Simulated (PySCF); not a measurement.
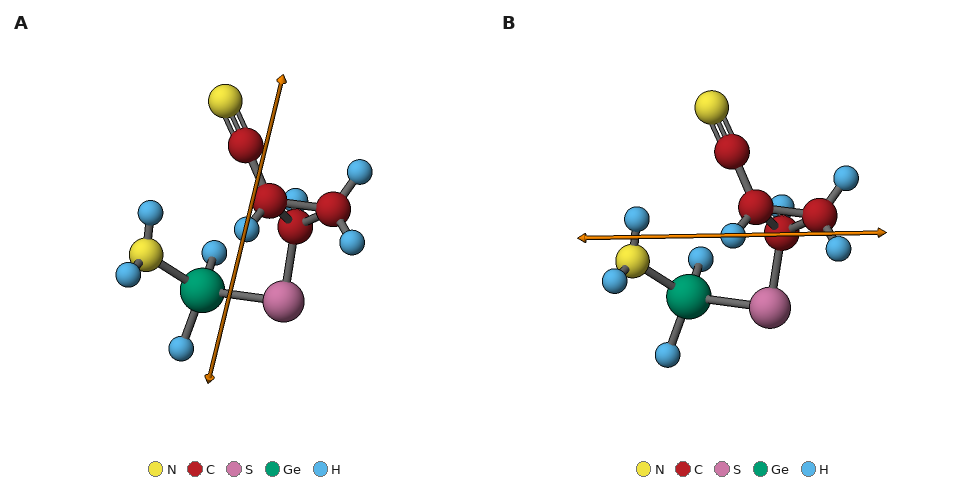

The double arrows show the directions of two transition dipoles from the ground state (lengths mean nothing). The computed structure is the end point of a GFN2-xTB optimisation. No frequency run is at hand to confirm it as a minimum. Level of theory: TDDFT ωB97X-D/def2-SVPD, vertical, gas phase, core orbitals frozen in the response (PySCF 2.14.0).

One belongs to singlet state 3 and one to singlet state 6. Which is which?

A: state 6, 7.12 eV (174 nm), oscillator strength 0.10, of mixed character, with the largest part HOMO → LUMO+4 (weight 0.27).
B: state 3, 6.53 eV (190 nm), oscillator strength 0.053, of mixed character, with the largest part HOMO−1 → LUMO+1 (weight 0.30).

The geometry is semi-empirical. Around Ge such bond lengths and angles can be off by a tenth of an ångström or more and by several degrees, and values that hang on the shape move with them.
